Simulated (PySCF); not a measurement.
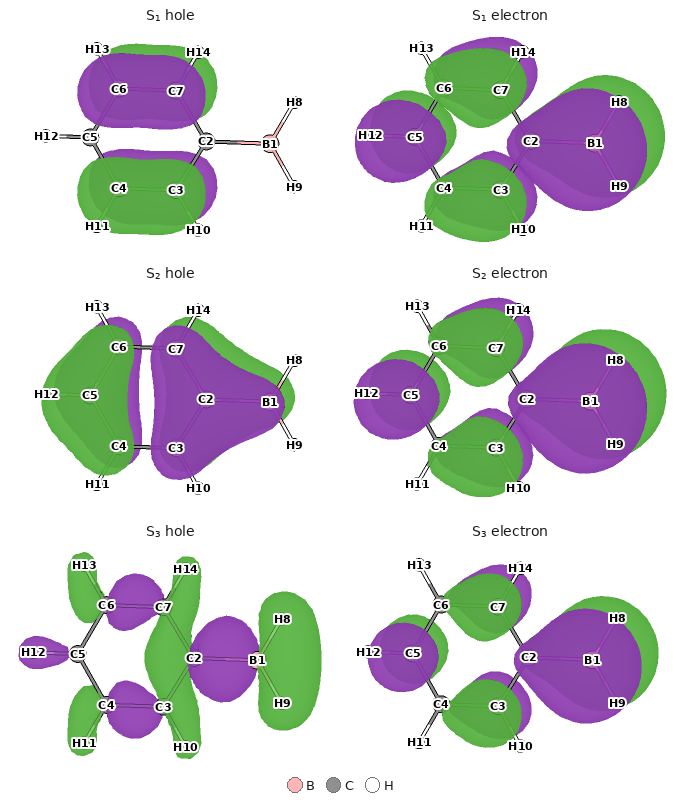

*C₆H₇B, SMILES `Bc1ccccc1`. Leading natural transition orbitals (TDA singlet states).*

Computed with PySCF, CAM-B3LYP/6-31+G*, geometry: GFN2-xTB. No frequency check shows the geometry to be a minimum.

Q: Describe these excited states.

A: By state:
- S₁: 4.92 eV (252 nm), f = 0.031; the leading pair carries 83 %; hole on C3, C4, C6 and C7 (19 % each) and C2 and C5 (8 % each), electron on B1 (29 %), C5 (13 %) and C2, C3 and C7 (11 % each) (shares are of the whole state, not of the leading pair alone); their centroids lie 1.1 Å apart.
- S₂: 5.51 eV (225 nm), f = 0.364 (bright); the leading pair carries 91 %; hole on C2 (28 %), C5 (20 %) and C3 and C7 (11 % each), electron on B1 (39 %), C2 and C5 (10 % each) and C3 and C7 (9 % each); their centroids lie 1.3 Å apart.
- S₃: 5.72 eV (217 nm), f = 0.000 (very weak); the leading pair carries 99 %; hole on C2 (30 %), B1 (26 %) and C3 and C7 (8 % each), electron on B1 (45 %), C2 (10 %) and C3, C5 and C7 (9 % each); their centroids lie 0.1 Å apart.
